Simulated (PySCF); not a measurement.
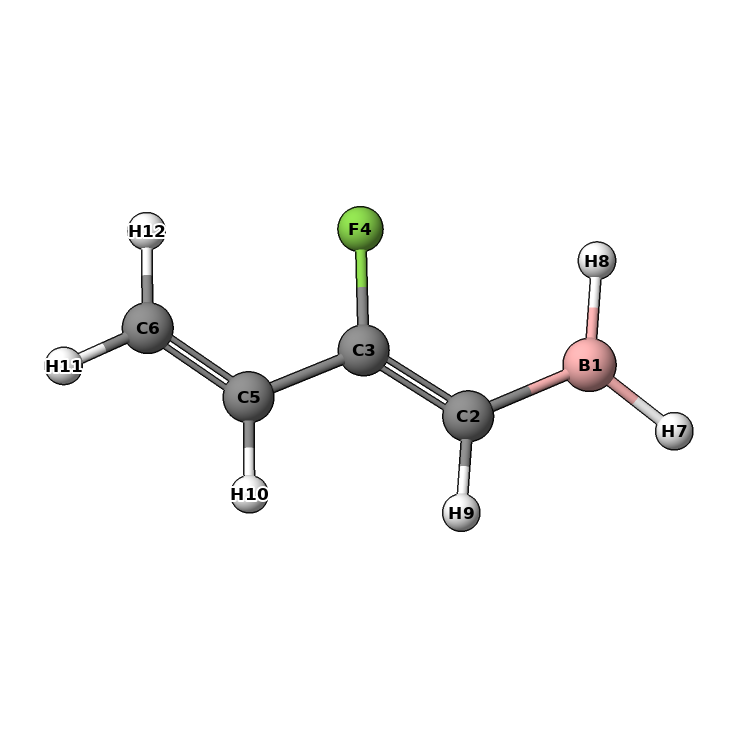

Computed geometry: GFN2-xTB optimisation. No frequency run is at hand to confirm it as a minimum. Properties computed with B3LYP/pcJ-1 indirect spin-spin coupling, non-relativistic, gas phase (PySCF 2.14.0). Isotopes: 11B, 13C, 19F, 1H.

Give the spin–spin coupling constants of these pairs, with the number of bonds between them: B1/H8, B1/H7, B1/C2, B1/C3, B1/F4, F4/H10.

```json
{"pair": "B1, H8", "bonds apart": "1", "J (Hz)": "133.5"}
{"pair": "B1, H7", "bonds apart": "1", "J (Hz)": "131.1"}
{"pair": "B1, C2", "bonds apart": "1", "J (Hz)": "62.9"}
{"pair": "B1, C3", "bonds apart": "2", "J (Hz)": "0.6"}
{"pair": "B1, F4", "bonds apart": "3", "J (Hz)": "19.5"}
{"pair": "F4, H10", "bonds apart": "3", "J (Hz)": "21.8"}
```

Density functionals are unreliable for couplings to fluorine, so those rows may be far off.

The geometry is semi-empirical. Around B such bond lengths and angles can be off by a tenth of an ångström or more and by several degrees, and values that hang on the shape move with them.
